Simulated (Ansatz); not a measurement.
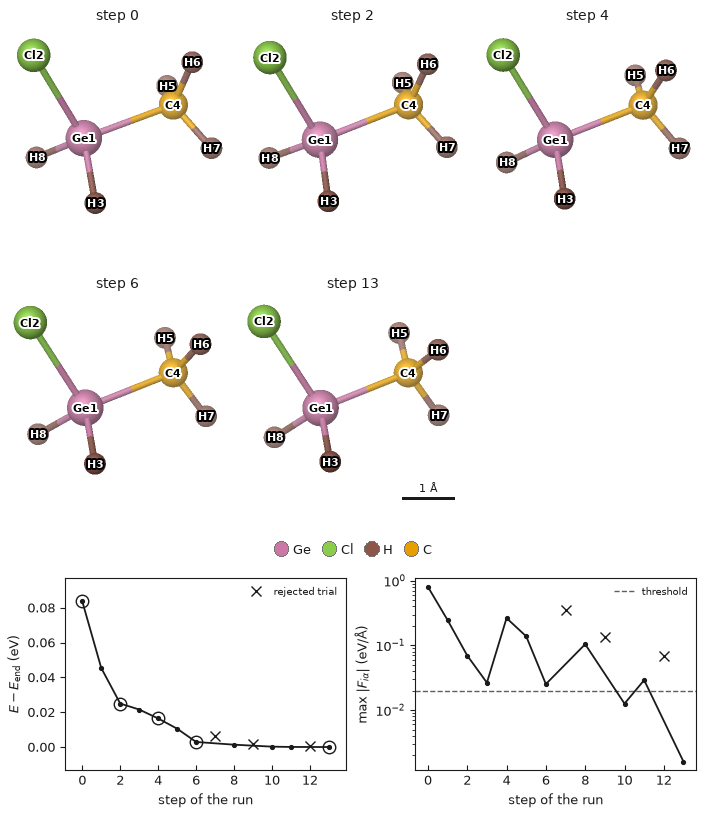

Frames of a relaxation of CH5ClGe, marked on the history of the run. Style: ball-and-stick. Shown at a tilt.

The run prepares the start of a later molecular dynamics calculation, from a guessed geometry.

Computed with RKS PBE0/def2-SVP (Ansatz).

Input file:
```yaml
crystal:
  periodic: [false, false, false]
  atoms:
    - { symbol: Ge, position_ang: [0.0, 0.0, 0.0] }
    - { symbol: Cl, position_ang: [0.0, 0.0, 2.22] }
    - { symbol: H, position_ang: [1.4616, 0.0, -0.5162] }
    - { symbol: C, position_ang: [-0.9232, 1.5994, -0.6527] }
    - { symbol: H, position_ang: [-1.9758, 1.3458, -0.8971] }
    - { symbol: H, position_ang: [-0.9048, 2.384, 0.1322] }
    - { symbol: H, position_ang: [-0.4128, 1.976, -1.5636] }
    - { symbol: H, position_ang: [-0.73, -1.2648, -0.5162] }
basis:
  gaussian: { orbitals: def2-SVP }
hamiltonian:
  xc: pbe0
relax:
  f_tol: 0.02
  max_steps: 40
```

Command:
```bash
ansatz run input.yaml --threads 2 --pin off --max-ram 3072MiB --backend cpu --events-out ev --progress --plain --runs-dir out
```

### Describe the path.

The energy falls by 0.084 eV in 10 accepted moves (13 points after the start). Largest force component: 0.8 eV/Å at the start, 0.0016 eV/Å at the end. The line search rejected the trial steps at points 7, 9, 12 of the run. The forces were under the threshold at step 10, but the run went on from there. The atom that moves furthest after the best rigid fit is H5 (0.49 Å). By element the largest moves are H 0.49 Å, Cl 0.34 Å, Ge 0.05 Å, C 0.01 Å. Near-neighbour distances that change, for instance: Ge1–Cl2 2.220 → 2.173 Å, Ge1–C4 1.959 → 1.941 Å, Ge1–H3 1.550 → 1.538 Å, C4–H5 1.110 → 1.099 Å. Among the angles between lasting bonds that change: Cl2–Ge1–H3 109.5° → 106.5°, H3–Ge1–C4 109.5° → 112.4°. Groups turn about Ge1–C4 by about 35°. Cost: 30 s on 2 threads of Arm Neoverse V1, with other jobs on the host, peak memory 0.19 GiB. From step 0 to 2: Cl2 moves most (0.09 Å), energy −0.059 eV. From step 2 to 4: H atoms move most (0.17 Å), energy −0.009 eV. From step 4 to 6: H atoms move most (0.14 Å), energy −0.013 eV. From step 6 to 13: H atoms move most (0.13 Å), energy −0.003 eV.

| step | E − E(0), eV | largest force component, eV/Å | note |
| --- | --- | --- | --- |
| 0 | 0.0000 | 0.8030 |  |
| 1 | -0.0382 | 0.2460 |  |
| 2 | -0.0586 | 0.0696 |  |
| 3 | -0.0621 | 0.0265 |  |
| 4 | -0.0672 | 0.2644 |  |
| 5 | -0.0731 | 0.1380 |  |
| 6 | -0.0807 | 0.0252 |  |
| 7 | -0.0775 | 0.3543 | rejected |
| 8 | -0.0822 | 0.1043 |  |
| 9 | -0.0816 | 0.1347 | rejected |
| 10 | -0.0834 | 0.0126 |  |
| 11 | -0.0835 | 0.0291 |  |
| 12 | -0.0831 | 0.0694 | rejected |
| 13 | -0.0836 | 0.0016 |  |
